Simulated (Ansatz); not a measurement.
## Hypothetical P6_3/mmc SiS2, response to strain

The reference is SiS₂ in the 2H-MoS2 type structure (space group P6_3/mmc, No. 194; a = 3.210 Å, c = 11.768 Å; a hypothetical phase, not in the database extracts checked; layered, stacked along the Cartesian z axis). Axes: x lies along a and z along c of the hexagonal cell.

Strains are applied to the cell and any free atomic positions relax; under biaxial strain the out-of-plane vector relaxes too.

All numbers come from PBE-D3(BJ), PAW, 420 eV (Ansatz, an electronic-structure program; no spin-orbit coupling), earlier PAW set.

Notes on the quantities. pressure: mean of the normal stresses, compression positive.

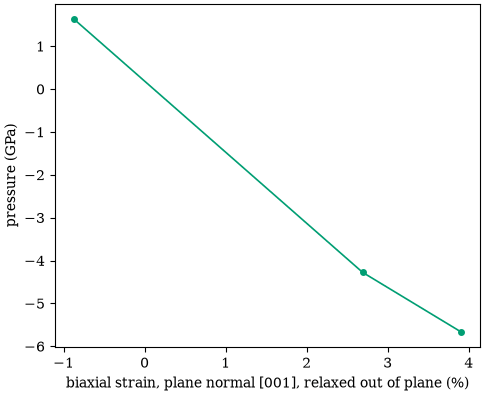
Figure. Pressure against biaxial strain, plane normal [001], relaxed out of plane

```json
[
 {"biaxial strain, plane normal [001], relaxed out of plane (%)": "-0.87", "pressure": "1.6 GPa"},
 {"biaxial strain, plane normal [001], relaxed out of plane (%)": "2.69", "pressure": "-4.3 GPa"},
 {"biaxial strain, plane normal [001], relaxed out of plane (%)": "3.9", "pressure": "-5.7 GPa"}
]
```

Without a gap, meshes like the base's 17×17×4 leave anisotropic stresses uncertain by several tenths of a GPa, and small strain energies with them. No phonon test of stability was made. The final runs are not spin-polarised.
